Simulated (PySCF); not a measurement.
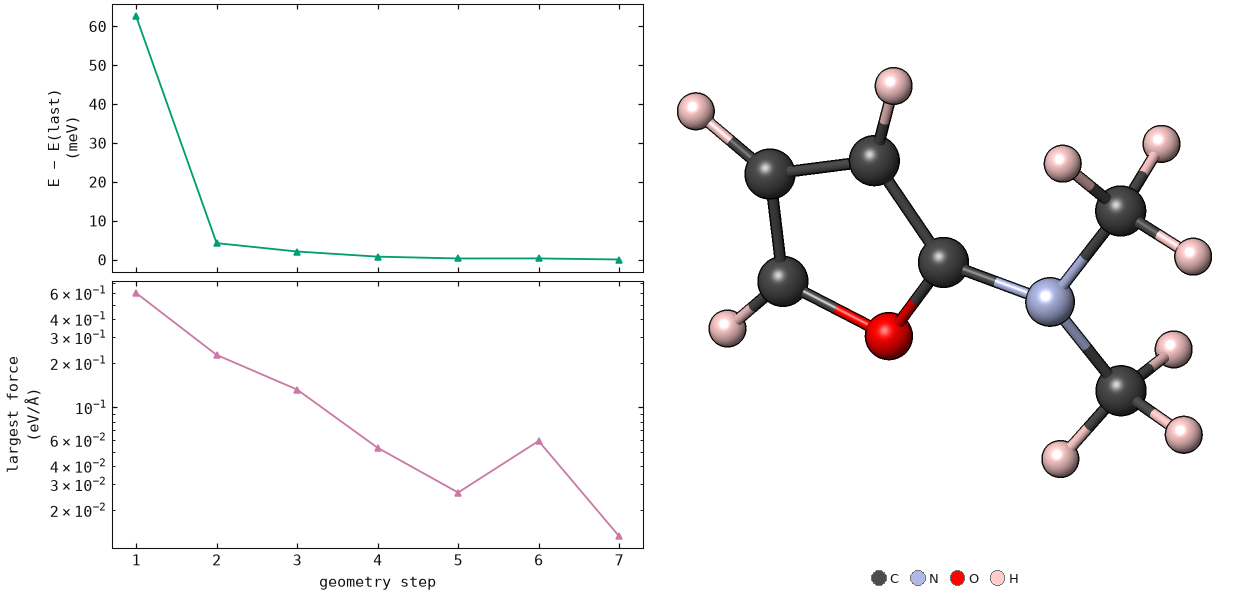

Beside the plot: the molecule at the start.

History of a geometry optimisation. The run: C$_{6}$H$_{9}$NO (SMILES CN(C)c1ccco1), by PySCF 2.14.0, density fitting, PBE0-D3(BJ)/def2-SVP, geometry optimisation.

The optimisation met its thresholds at geometry 7, counting the start as the first. The energy fell by about 63 meV from the first step to the last. The largest force goes from about 0.6 eV/Å at the start to 0.013 eV/Å at the end.
